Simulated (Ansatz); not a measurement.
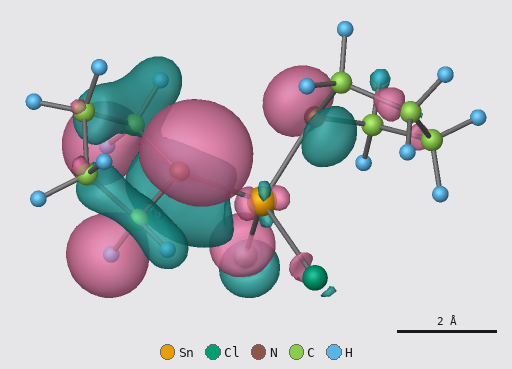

C8H16Cl2N2Sn. One frontier orbital at ±0.08 Å⁻³ᐟ² (teal and pink are the two phases), seen at a tilt.

Geometry: PBE-D4/def2-SVP; core potentials replace the inner electrons of Sn; not at a stationary point (largest force 0.7 eV/Å).

Computed with RKS PBE0-D4/def2-TZVP in Ansatz.

Input file:

```
crystal:
  periodic: [false, false, false]
  atoms:
    - {symbol: Sn, position_ang: [0.827839, -0.210139, 0.961016]}
    - {symbol: Cl, position_ang: [1.049203, -0.272812, 3.335876]}
    - {symbol: Cl, position_ang: [2.983137, -0.654563, 0.021255]}
    - {symbol: N, position_ang: [0.265267, 1.570534, 0.145083]}
    - {symbol: C, position_ang: [1.201832, 2.689443, 0.015364]}
    - {symbol: C, position_ang: [0.373190, 3.725571, -0.778468]}
    - {symbol: C, position_ang: [-1.108513, 3.383487, -0.445879]}
    - {symbol: C, position_ang: [-1.024507, 2.165459, 0.506059]}
    - {symbol: H, position_ang: [2.129693, 2.368940, -0.499329]}
    - {symbol: H, position_ang: [1.493272, 3.120289, 1.005973]}
    - {symbol: H, position_ang: [0.562784, 3.616418, -1.863863]}
    - {symbol: H, position_ang: [0.646593, 4.761011, -0.495723]}
    - {symbol: H, position_ang: [-1.646968, 4.227250, 0.028744]}
    - {symbol: H, position_ang: [-1.661055, 3.112716, -1.366603]}
    - {symbol: H, position_ang: [-1.054998, 2.514328, 1.568991]}
    - {symbol: H, position_ang: [-1.847843, 1.434894, 0.368935]}
    - {symbol: N, position_ang: [-0.641899, -1.573198, 0.497552]}
    - {symbol: C, position_ang: [-0.759420, -1.879785, -0.937961]}
    - {symbol: C, position_ang: [0.182445, -3.080375, -1.205992]}
    - {symbol: C, position_ang: [0.325371, -3.767701, 0.182798]}
    - {symbol: C, position_ang: [-0.534796, -2.895238, 1.133259]}
    - {symbol: H, position_ang: [-0.551547, -0.986644, -1.563557]}
    - {symbol: H, position_ang: [-1.819529, -2.170218, -1.132909]}
    - {symbol: H, position_ang: [1.167721, -2.718283, -1.563211]}
    - {symbol: H, position_ang: [-0.223706, -3.759561, -1.981469]}
    - {symbol: H, position_ang: [-0.014286, -4.822971, 0.175012]}
    - {symbol: H, position_ang: [1.385242, -3.767513, 0.509792]}
    - {symbol: H, position_ang: [-1.565806, -3.315178, 1.213721]}
    - {symbol: H, position_ang: [-0.138735, -2.816162, 2.165553]}
basis:
  gaussian: {orbitals: def2-TZVP, fitting: {mean_field: def2-universal-jkfit}, initial_orbitals: start.molden}
hamiltonian: {xc: pbe0, dispersion: d4}
scf: {omitted_lower_state_checks: [starts]}
output: {forces: true, orbitals: {seedname: orbitals}}
```

Run with:

```sh
ansatz run in.yaml --threads 2 --pin off --events-out ev --progress --plain --max-ram 32768MiB --backend cuda --devices 0, --max-vram 18GiB
```

### Which orbital is it: HOMO or LUMO?

The HOMO, at −6.76 eV. By Hirshfeld shares it lies mainly on N4 (about 45 %), Sn1 (about 10 %), C8 (about 5 %), C5 (about 5 %) and N17 (about 5 %).
